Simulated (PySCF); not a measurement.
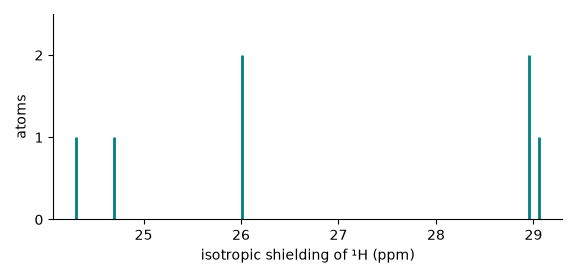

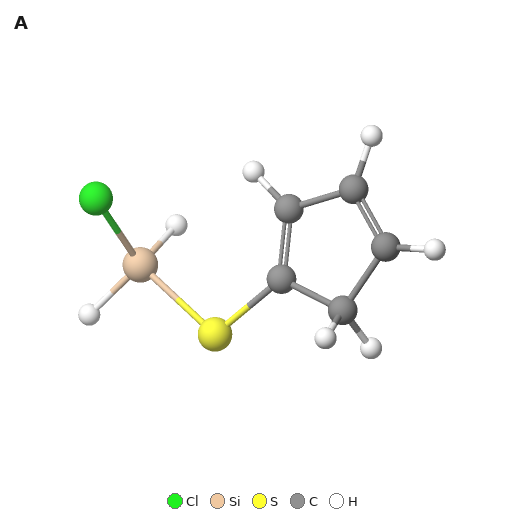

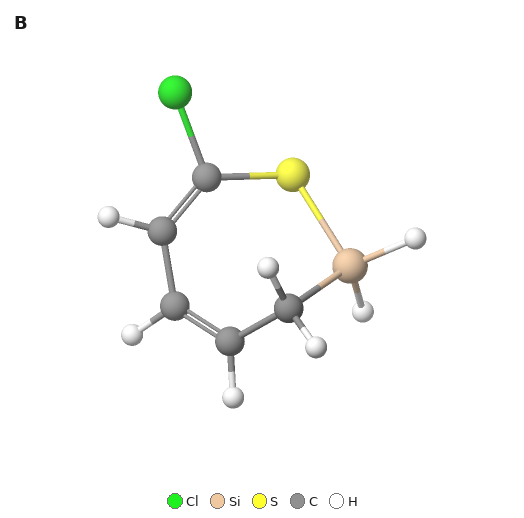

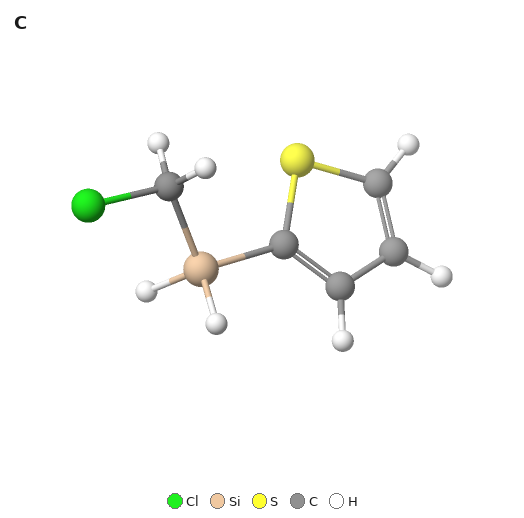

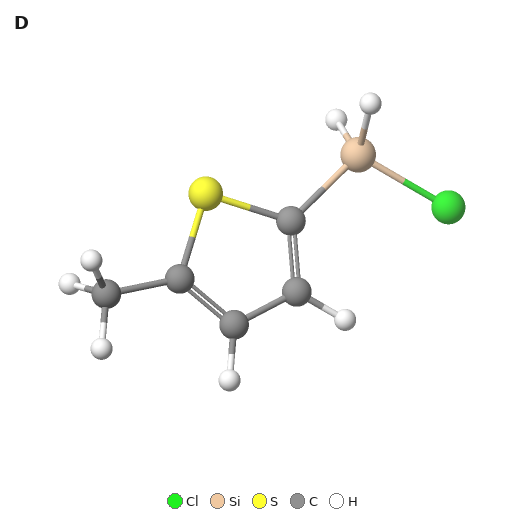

The sticks are computed shieldings of one of the molecules, for one fixed geometry (GFN2-xTB) without averaging over rotations. Low shielding means a high chemical shift. Method: GIAO PBE0/pcSseg-1 NMR shielding, non-relativistic, gas phase (PySCF 2.14.0).

> Match the spectrum to a structure.

D, `Cc1ccc([SiH2]Cl)s1`. Its 7 H atoms give lines at 24.31, 24.70, 26.01 (2 atoms), 28.95 (2 atoms), 29.06 ppm.

The geometry is semi-empirical. Around Si such bond lengths and angles can be off by a tenth of an ångström or more and by several degrees, and values that hang on the shape move with them.
